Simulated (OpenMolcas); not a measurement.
**GaSiH7O (SMILES [SiH3][OH+][GaH3-]): UHF/ANO-RCC-VDZP (DKH2, RICD fitting, scramble 0.25)**

Aim: an energy scan of GaSiH7O. 

Program for the calculation: OpenMolcas 26.06.

3 further runs of the same task are left out: 3 set aside as unsound or not needed.

### Step 1. The system as given

GaSiH7O has 10 atoms, charge 0, and is taken as a singlet. As SMILES, `[SiH3][OH+][GaH3-]`. Geometry: relaxed at PBE0-D4/def2-TZVP.

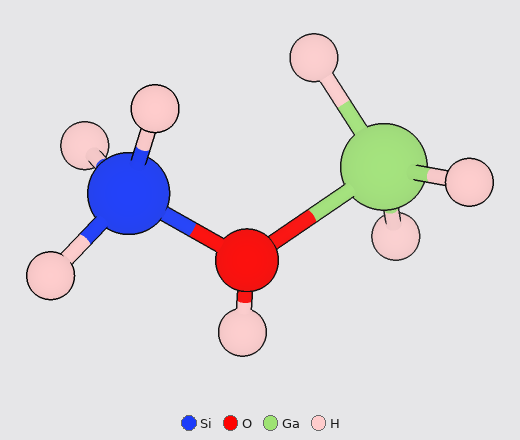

The structure, seen from a chosen angle (silicon blue, oxygen red, gallium green, hydrogen pink).

### Step 2. The energy along one coordinate at UHF/ANO-RCC-VDZP (DKH2, RICD fitting, scramble 0.25)

The input, point1.xyz:

```xyz
10
R = 6.528
Si    -3.793054     1.314653    -4.044495
O     -4.080554     0.400853    -2.657695
Ga     0.882100    -0.551000     1.475200
H     -5.075454     1.374553    -4.790195
H     -2.752354     0.675253    -4.880095
H     -3.377954     2.647753    -3.569695
H     -4.632254    -0.380247    -2.745095
H      0.306600     0.146600     2.760300
H      1.885600     0.253500     0.552600
H      0.870300    -2.125600     1.370900
```

The input, run.inp:

```
* GaH7OSi Hartree-Fock

&GATEWAY
  COORD = point1.xyz
  BASIS = ANO-RCC-VDZP
  GROUP = NoSym
  RICD

&SEWARD

&SCF
  UHF
  SCRAMBLE = 0.25
  PRORBITALS = 0
>>> ForEach K in (1, 2, 3, 4, 5, 6, 7, 8, 9)

&GATEWAY
  COORD = $CurrDir/point$K.xyz
  BASIS = ANO-RCC-VDZP
  GROUP = NoSym
  RICD

&SEWARD

&SCF
  UHF
  PRORBITALS = 0
  FILEORB = $Project.UhfOrb
>>> EndDo
```

Command:

```sh
export MOLCAS_MEM=1860
pymolcas run.inp > run.log
```

The program printed:

```text
--- Start Module: gateway ---

                                              &GATEWAY

                       available to each process: 1.9 GB of memory, 1 thread

++    Symmetry information:
      ---------------------

                    Character Table for C1

                             E
                    a        1  x, y, xy, Rz, z, xz, Ry, yz, Rx, I
--

++    Basis set information:
      ----------------------

      Basis set label: SI.ANO-RCC...4S3P1D.

      Electronic valence basis set:
      ------------------
      Associated Effective Charge  14.000000 au
      Associated Actual Charge     14.000000 au
      Nuclear Model: Point charge

      Shell  nPrim  nBasis  Cartesian Spherical Contaminant
         s      17       4        X
         p      12       3        X
         d       5       1                 X

      Basis set label: O.ANO-RCC...3S2P1D.

      Electronic valence basis set:
      ------------------
      Associated Effective Charge   8.000000 au
      Associated Actual Charge      8.000000 au
      Nuclear Model: Point charge

      Shell  nPrim  nBasis  Cartesian Spherical Contaminant
         s      14       3        X
         p       9       2        X
         d       4       1                 X

      Basis set label: GA.ANO-RCC...5S4P2D.

      Electronic valence basis set:
      ------------------
      Associated Effective Charge  31.000000 au
      Associated Actual Charge     31.000000 au
      Nuclear Model: Point charge

      Shell  nPrim  nBasis  Cartesian Spherical Contaminant
         s      20       5        X
         p      17       4        X
         d      11       2                 X

      Basis set label: H.ANO-RCC...2S1P.

      Electronic valence basis set:
      ------------------
      Associated Effective Charge   1.000000 au
      Associated Actual Charge      1.000000 au
      Nuclear Model: Point charge

      Shell  nPrim  nBasis  Cartesian Spherical Contaminant
         s       8       2        X
         p       4       1        X
--

++    Molecular structure info:
      -------------------------

                    ************************************************
                    **** Cartesian Coordinates / bohr, angstrom ****
                    ************************************************

     Center  Label                x              y              z                     x              y              z
        1      SI1             -7.167833       2.484334      -7.642988             -3.793054       1.314653      -4.044495
        2      O2              -7.711130       0.757502      -5.022316             -4.080554       0.400853      -2.657695
        3      GA3              1.666927      -1.041239       2.787724              0.882100      -0.551000       1.475200
[... 6 lines of this table left out ...]
       10      H10              1.644629      -4.016802       2.590626              0.870300      -2.125600       1.370900

                    ***************************************
                    *    InterNuclear Distances / bohr    *
                    ***************************************

               1 SI1           2 O2            3 GA3           4 H4            5 H5            6 H6
    1 SI1      0.000000
    2 O2       3.185128        0.000000
    3 GA3     14.116742       12.336132        0.000000
    4 H4       2.805595        4.812489       16.738257        0.000000
[... 5 lines of this table left out ...]
   10 H10     14.988365       12.972319        2.982167       17.479931       14.643041       15.263799

               7 H7            8 H8            9 H9           10 H10
    7 H7       0.000000
    8 H8      14.011936        0.000000
    9 H9      13.855552        5.133175        0.000000
   10 H10     13.397848        5.144459        5.126896        0.000000

                    *******************************************
                    *    InterNuclear Distances / angstrom    *
                    *******************************************

               1 SI1           2 O2            3 GA3           4 H4            5 H5            6 H6
    1 SI1      0.000000
    2 O2       1.685497        0.000000
    3 GA3      7.470258        6.528000        0.000000
    4 H4       1.484657        2.546659        8.857504        0.000000
[... 5 lines of this table left out ...]
   10 H10      7.931501        6.864656        1.578095        9.249981        7.748764        8.077254

               7 H7            8 H8            9 H9           10 H10
    7 H7       0.000000
    8 H8       7.414797        0.000000
    9 H9       7.332043        2.716359        0.000000
   10 H10      7.089836        2.722330        2.713036        0.000000

                    **************************************
                    *    Valence Bond Angles / degree    *
                    **************************************
                          Atom centers                 Phi
                      4 H4       1 SI1      5 H5       109.95
                      4 H4       1 SI1      6 H6       111.61
                      5 H5       1 SI1      6 H6       111.99
                      8 H8       3 GA3      9 H9       118.90
                      8 H8       3 GA3     10 H10      119.62
                      9 H9       3 GA3     10 H10      118.25
--

            Nuclear Potential Energy            160.76462535 au

--- Stop Module: gateway /rc=_RC_ALL_IS_WELL_ ---
--- Module gateway spent 7 seconds ---

--- Start Module: seward ---

                                              &SEWARD

                       available to each process: 1.9 GB of memory, 1 thread

[... 53 lines left out ...]
      Nuclear repulsion energy =  160.76462535
[... 46 lines left out ...]
++ Convergence information
                               UHF SCF        iterations: Energy and convergence statistics
[... 21 lines left out ...]
       Convergence after  14 Iterations
[... 3 lines left out ...]
 *                                             SCF/KS-DFT Program, Final results                                             *
 *                                                       Final Results                                                       *
[... 97 lines left out ...]
      Title: Natural orbitals
[... 72 lines left out ...]
      Dipole Moment (debye):
[... 134 lines left out ...]
      Dipole Moment (debye):
[... 214 lines left out ...]
      Nuclear repulsion energy =  268.96605009
[... 45 lines left out ...]
++ Convergence information
                               UHF SCF        iterations: Energy and convergence statistics
[... 16 lines left out ...]
       Convergence after   9 Iterations
[... 3 lines left out ...]
 *                                             SCF/KS-DFT Program, Final results                                             *
 *                                                       Final Results                                                       *
[... 99 lines left out ...]
      Title: Natural orbitals
[... 3 lines left out ...]
          Orbital            1         2         3         4         5         6         7         8         9        10
          Energy         -383.6240  -69.0037  -49.2415  -42.7046  -42.7024  -42.7023  -20.6405   -6.5441   -6.2128   -4.4974
          Occ. No.          2.0000    2.0000    2.0000    2.0000    2.0000    2.0000    2.0000    2.0000    2.0000    2.0000

[... 93 lines of this table left out ...]
       94 H10    2pz        0.0000   -0.0000    0.0000   -0.0000    0.0000    0.0000    0.0000    0.0001    0.0000    0.0001

          Orbital           11        12        13        14        15        16        17        18        19        20
          Energy           -4.4926   -4.4921   -4.2925   -4.2908   -4.2904   -1.4345   -1.1452   -1.1377   -1.1374   -1.1329
          Occ. No.          2.0000    2.0000    2.0000    2.0000    2.0000    2.0000    2.0000    2.0000    2.0000    2.0000

[... 93 lines of this table left out ...]
       94 H10    2pz       -0.0002    0.0001   -0.0000   -0.0000    0.0000   -0.0005   -0.0003    0.0009    0.0016    0.0020

          Orbital           21        22        23        24        25        26        27        28        29        30
          Energy           -1.1326   -0.8269   -0.7401   -0.6627   -0.6209   -0.5201   -0.5168   -0.4972   -0.4031   -0.4066
          Occ. No.          2.0000    2.0000    2.0000    2.0000    2.0000    2.0000    2.0000    2.0000    2.0000    2.0000

[... 93 lines of this table left out ...]
       94 H10    2pz       -0.0013   -0.0000    0.0009    0.0011    0.0002   -0.0002   -0.0018   -0.0002    0.0002   -0.0001

          Orbital           31        32        33        34        35        36        37        38        39        40
          Energy            0.5092    0.1116    1.8771    0.1959    0.6606    0.7635    0.3431    0.2679    0.4956    0.5962
          Occ. No.          0.0000    0.0000    0.0000    0.0000    0.0000    0.0000    0.0000    0.0000    0.0000    0.0000

[... 93 lines of this table left out ...]
       94 H10    2pz        0.0190   -0.0036   -0.0239   -0.0038    0.0472   -0.1124   -0.0013   -0.0026   -0.0466    0.0242

          Orbital           41        42        43        44        45        46        47        48        49        50
          Energy            0.7637    0.9239    0.5930    0.9588    1.3893    2.0095    0.8340    0.4792    1.3772    0.8123
          Occ. No.          0.0000    0.0000    0.0000    0.0000    0.0000    0.0000    0.0000    0.0000    0.0000    0.0000

[... 93 lines of this table left out ...]
       94 H10    2pz        0.1852   -0.0111    0.0032   -0.2046   -0.0615    0.0136    0.1110   -0.0006   -0.1570    0.1535

          Orbital           51        52        53        54        55        56        57        58        59        60
          Energy            1.6162    1.7340    1.3540    1.7228    2.5306    3.3430    1.6932    1.6709    3.4906    1.5305
          Occ. No.          0.0000    0.0000    0.0000    0.0000    0.0000    0.0000    0.0000    0.0000    0.0000    0.0000

[... 93 lines of this table left out ...]
       94 H10    2pz        0.1260   -0.1874    0.6537    0.2235    0.0515   -0.0556    0.2620   -0.3011    0.0204   -0.1168

          Orbital           61
          Energy            2.7787
          Occ. No.          0.0000

        1 SI1    1s         0.0016
        2 SI1    2s         0.0153
        3 SI1    3s         0.0825
        4 SI1    4s         0.0501
        5 SI1    2px        0.0329
        6 SI1    3px        0.3468
        7 SI1    4px        0.1207
        8 SI1    2py        0.0098
        9 SI1    3py        0.0547
       10 SI1    4py       -0.0101
       11 SI1    2pz        0.0023
       12 SI1    3pz        0.1039
       13 SI1    4pz        0.1012
       14 SI1    3d2-      -0.1517
       15 SI1    3d1-       0.0191
       16 SI1    3d0        0.1243
       17 SI1    3d1+       0.1850
       18 SI1    3d2+       0.0732
       19 O2     1s         0.0098
       20 O2     2s         0.0729
       21 O2     3s         0.0638
       22 O2     2px       -0.1482
       23 O2     3px       -0.3019
       24 O2     2py       -0.0295
       25 O2     3py       -0.0261
       26 O2     2pz       -0.0968
       27 O2     3pz       -0.0624
       28 O2     3d2-       0.0308
       29 O2     3d1-       0.2343
       30 O2     3d0        0.4596
       31 O2     3d1+       0.3023
       32 O2     3d2+      -0.4081
       33 GA3    1s        -0.0004
       34 GA3    2s        -0.0033
       35 GA3    3s        -0.0181
       36 GA3    4s        -0.1593
       37 GA3    5s        -0.3557
       38 GA3    2px       -0.0001
       39 GA3    3px        0.0006
       40 GA3    4px        0.2187
       41 GA3    5px        0.2332
       42 GA3    2py       -0.0009
       43 GA3    3py       -0.0138
       44 GA3    4py       -0.0593
       45 GA3    5py        0.0732
       46 GA3    2pz       -0.0007
       47 GA3    3pz       -0.0094
       48 GA3    4pz       -0.0989
       49 GA3    5pz       -0.0966
       50 GA3    3d2-       0.0082
       51 GA3    4d2-       0.2453
       52 GA3    3d1-       0.0075
       53 GA3    4d1-      -0.0828
       54 GA3    3d0        0.0503
       55 GA3    4d0        0.6328
       56 GA3    3d1+       0.0195
       57 GA3    4d1+       0.2440
       58 GA3    3d2+      -0.0366
       59 GA3    4d2+      -0.4053
       60 H4     1s         0.0553
       61 H4     2s         0.0446
       62 H4     2px       -0.0576
       63 H4     2py       -0.0521
       64 H4     2pz        0.0496
       65 H5     1s        -0.0750
       66 H5     2s        -0.0246
       67 H5     2px       -0.0086
       68 H5     2py       -0.0306
       69 H5     2pz       -0.0356
       70 H6     1s        -0.0180
       71 H6     2s         0.0038
       72 H6     2px       -0.0112
       73 H6     2py        0.0438
       74 H6     2pz       -0.0500
       75 H7     1s         0.0174
       76 H7     2s         0.0482
       77 H7     2px       -0.1060
       78 H7     2py        0.0726
       79 H7     2pz        0.2707
       80 H8     1s         0.1812
       81 H8     2s         0.2221
       82 H8     2px       -0.2852
       83 H8     2py        0.0894
       84 H8     2pz       -0.0549
       85 H9     1s        -0.0875
       86 H9     2s        -0.1514
       87 H9     2px        0.1233
       88 H9     2py       -0.0958
       89 H9     2pz        0.2299
       90 H10    1s         0.0712
       91 H10    2s         0.0925
       92 H10    2px        0.0327
       93 H10    2py       -0.1196
       94 H10    2pz        0.0039
--

++    Molecular properties:
      ---------------------

      Charge (e):
                      =   -0.0000
      Dipole Moment (debye):
      Origin of the operator (angstrom)=    0.3610   -0.2014    0.6129
                   X= -2.6340E+00               Y=  1.2746E-01               Z= -3.2072E+00           Total=  4.1522E+00
      Quadrupole Moment (debye*angstrom):
      Origin of the operator (angstrom)=    0.3610   -0.2014    0.6129
                  XX= -3.9537E+01              XY=  2.0270E+00              XZ=  3.0154E+00              YY= -4.2314E+01
                  YZ= -8.8208E-01              ZZ= -4.1189E+01
      In traceless form (debye*angstrom)
                  XX=  2.2145E+00              XY=  3.0406E+00              XZ=  4.5231E+00              YY= -1.9512E+00
                  YZ= -1.3231E+00              ZZ= -2.6325E-01
--

--- Stop Module: scf /rc=_RC_ALL_IS_WELL_ ---
--- Module scf spent 6 seconds ---

>>> END FOREACH

.##################.
.# Happy landing! #.
.##################.

    Timing: Wall=166.98 User=148.41 System=17.62
```

Run time: 2.8 min. Hardware: 1 thread of AMD EPYC 7R43 (Zen 3), shared host; peak memory 0.25 GiB.

The scan, from its lowest point:

| Ga3–O2 (Å) | energy (kJ/mol) |
| --- | --- |
| 6.528 | 44.8 |
| 5.223 | 42.7 |
| 4.352 | 38.9 |
| 3.699 | 32.6 |
| 3.155 | 22.4 |
| 2.720 | 9.6 |
| 2.394 | 0.0 |
| 2.176 | 0.7 |
| 1.958 | 24.2 |

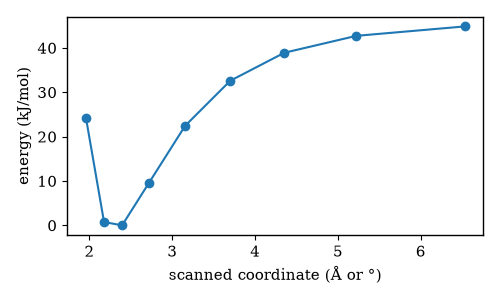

Energy along the scan.

### Step 3. What came out

At UHF/ANO-RCC-VDZP (DKH2, RICD fitting, scramble 0.25):

| quantity | value |
| --- | --- |
| lowest energy of the scan | -2310.72401 Eh |
